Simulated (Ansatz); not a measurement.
Consider GeH5NSi.

```yaml
atoms:
  - { symbol: Ge, position_ang: [-0.6581, -2.0976, -0.8697] }
  - { symbol: N, position_ang: [-1.3546, -1.5144, 0.7228] }
  - { symbol: Si, position_ang: [-2.1561, 0.0179, 1.0338] }
  - { symbol: H, position_ang: [-2.5559, 0.0564, 2.4755] }
  - { symbol: H, position_ang: [-1.2471, 1.1696, 0.7561] }
  - { symbol: H, position_ang: [-1.2647, -2.1524, 1.5099] }
  - { symbol: H, position_ang: [-3.3789, 0.1697, 0.1903] }
  - { symbol: H, position_ang: [-1.0944, -0.7443, -1.6186] }
```

Geometry: PBE0-D3(BJ)/def2-SVP.

Computed with isolated molecule in a Gaussian basis; Kohn-Sham density functional theory, functional PBE0 (Ansatz 0.2.0).

**Predict the electron density and electron localisation function between the atoms.**

Si–N (1.76 Å): ρ at the midpoint is about 1 e/Å³; the ELF peaks at about 0.90 between the atoms, as expected for a shared but strongly polarised pair.
Ge–N (1.83 Å): the density is about 0.94 e/Å³ at the midpoint; the ELF peaks at about 0.90 in the valence shell of N, 0.6 Å from its nucleus, and is about 0.40 at the midpoint.
N–H (1.02 Å): ρ is about 2.8 e/Å³ halfway; the ELF climbs to about 1 towards the hydrogen, as it does in any bond to H: an ordinary covalent bond to hydrogen.
Si–H (1.50 Å): the density is about 0.8 e/Å³ at the midpoint; the ELF climbs to about 1 towards the hydrogen.

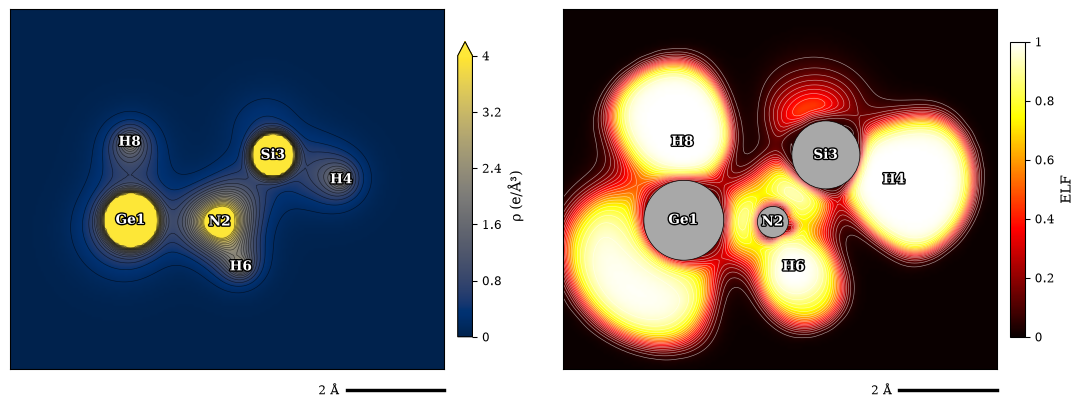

Computed electron density and electron localisation function on the plane of atoms Ge1, N2 and H6, in this order. Grey discs cover the atomic cores in the ELF map. 
